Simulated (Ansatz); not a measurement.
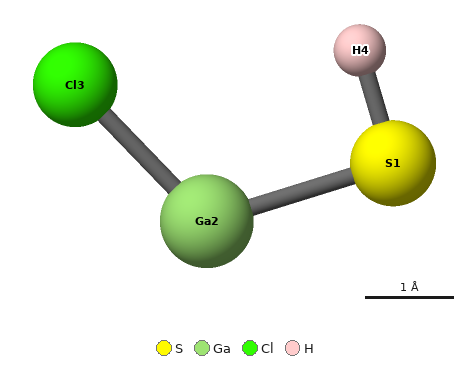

Figure 1. The input geometry of run 1 (ball-and-stick view, seen on its broad side; atoms are numbered from 1 in the order of the input). Sticks mark near contacts.

# Two runs on GaHSCl

System: GaHSCl, multiplicity 2, SMILES [SH][Ga][Cl].
Method of run 1: UKS wB97M-V/def2-SVP (Ansatz 0.2.0).

The geometry comes from this level: PBE0-D4/def2-TZVP. Text and figures count atoms from 1; the logs count them from 0 in places.

**Input file, run 1**
```yaml
crystal:
  periodic: [false, false, false]
  atoms:
    - {symbol: S, position_ang: [-1.045384, 0.685375, -0.952942]}
    - {symbol: Ga, position_ang: [0.031153, -1.171018, -0.334754]}
    - {symbol: Cl, position_ang: [1.459883, -0.975020, 1.287042]}
    - {symbol: H, position_ang: [-0.390052, 1.400362, -0.019547]}
basis:
  gaussian: {orbitals: def2-SVP}
magnetization: {spin_polarized: true, initial_magnetization: 1}
hamiltonian: {xc: {name: wB97M-V}}
output: {orbitals: {seedname: orbitals}}
```

Hardware: 2 CPU threads, shared host.

**Output (run 1)**
```
Functional definition: wB97M-V
  parameter omega = 0.3/bohr
  parameter cx = 0.15
  parameter cx01 = 1.007
  parameter cx10 = 0.259
  parameter css00 = 0.443
  parameter css04 = -1.437
  parameter css10 = -4.535
  parameter css20 = -3.390
  parameter css43 = 4.278
  parameter cos00 = 1.000
  parameter cos10 = 1.358
  parameter cos20 = 2.924
  parameter cos21 = -8.812
  parameter cos60 = -1.390
  parameter cos61 = 9.142
  parameter b = 6.0
  parameter c = 0.01
  gx(w, u) = 1 - cx + cx01*u + cx10*w
  gss(w, u) = css00 + css04*u^4 + css10*w + css20*w^2 + css43*w^4*u^3
  gos(w, u) = cos00 + cos10*w + (cos20 + cos21*u)*w^2 + (cos60 + cos61*u)*w^6
  exchange = spin_sum(e_x_unif_sr(omega)*gx(b97_w, b97_u_x)) + cx*exact_x_sr(omega) + exact_x_lr(omega)
  correlation = spin_sum(e_c_pw_mod_same_spin*gss(b97_w, b97_u_same))
      + integral(e_c_pw_mod_opposite_spin*gos(b97_w_opposite, b97_u_opposite)) + vv10(b, c)
691 factors; integrals over basis functions are off by at most 6.0e-4 eV
184 factors; integrals over basis functions are off by at most 6.2e-6 eV
mean field evaluation 1: about -75734.5691 eV, gradient 1.6e1 eV
mean field evaluation 2: about -75735.2286 eV, gradient 1.5e1 eV
mean field evaluation 4: about -75736.0187 eV, gradient 7.2e-1 eV
mean field evaluation 8: about -75736.0518 eV, gradient 3.9e-2 eV
mean field evaluation 16: about -75736.0519 eV, gradient 1.3e-4 eV
mean field -75736.05186455 eV, -2783.2485702826 hartree, gradient 6.4e-5 eV, S^2 0.753177; 0 other end points of the search recorded, 0 dependent functions left out
reference -75736.05189905 eV, -2783.2485715501 hartree; 33, 32 occupied and 40, 41 virtual orbitals, 691 factors
Total energy: -75736.05189905 eV, -2783.2485715501 hartree
```

For run 2 the input was changed thus:
```diff
-  gaussian: {orbitals: def2-SVP}
+  gaussian: {orbitals: "def2-QZVPP.json"}
```

Predict how the results change.

The total energy of run 2 is 380.5 kcal/mol lower, which measures the change of basis and not a stability. The HOMO goes from −8.52 to −8.68 eV. The LUMO goes from −1.91 to −2.11 eV. The basis functions go from 73 to 259.

**Output (run 2)**
```
Functional definition: wB97M-V
  parameter omega = 0.3/bohr
  parameter cx = 0.15
  parameter cx01 = 1.007
  parameter cx10 = 0.259
  parameter css00 = 0.443
  parameter css04 = -1.437
  parameter css10 = -4.535
  parameter css20 = -3.390
  parameter css43 = 4.278
  parameter cos00 = 1.000
  parameter cos10 = 1.358
  parameter cos20 = 2.924
  parameter cos21 = -8.812
  parameter cos60 = -1.390
  parameter cos61 = 9.142
  parameter b = 6.0
  parameter c = 0.01
  gx(w, u) = 1 - cx + cx01*u + cx10*w
  gss(w, u) = css00 + css04*u^4 + css10*w + css20*w^2 + css43*w^4*u^3
  gos(w, u) = cos00 + cos10*w + (cos20 + cos21*u)*w^2 + (cos60 + cos61*u)*w^6
  exchange = spin_sum(e_x_unif_sr(omega)*gx(b97_w, b97_u_x)) + cx*exact_x_sr(omega) + exact_x_lr(omega)
  correlation = spin_sum(e_c_pw_mod_same_spin*gss(b97_w, b97_u_same))
      + integral(e_c_pw_mod_opposite_spin*gos(b97_w_opposite, b97_u_opposite)) + vv10(b, c)
1331 factors; their error is unknown
200 factors; integrals over basis functions are off by at most 5.4e-5 eV
mean field evaluation 1: about -75750.8412 eV, gradient 1.8e1 eV
mean field evaluation 2: about -75751.4591 eV, gradient 2.1e1 eV
mean field evaluation 4: about -75752.4298 eV, gradient 1.0e0 eV
mean field evaluation 8: about -75752.4492 eV, gradient 6.7e-2 eV
mean field evaluation 16: about -75752.5503 eV, gradient 6.8e-4 eV
mean field -75752.55028076 eV, -2783.8548758950 hartree, gradient 1.1e-5 eV, S^2 0.753548; 0 other end points of the search recorded, 0 dependent functions left out
reference -75752.55032469 eV, -2783.8548775095 hartree; 33, 32 occupied and 226, 227 virtual orbitals, 1331 factors
Total energy: -75752.55032469 eV, -2783.8548775095 hartree
```

**The two runs side by side**

| quantity | run 1 | run 2 |
| --- | --- | --- |
| outcome | converged | converged |
| total energy (hartree) | −2783.248572 | −2783.854878 |
| HOMO (eV) | −8.52 | −8.68 |
| LUMO (eV) | −1.91 | −2.11 |
| ⟨S²⟩ | 0.753 | 0.754 |
| basis functions | 73 | 259 |
| wall time (shared host) | 7.5 s | 26 s |
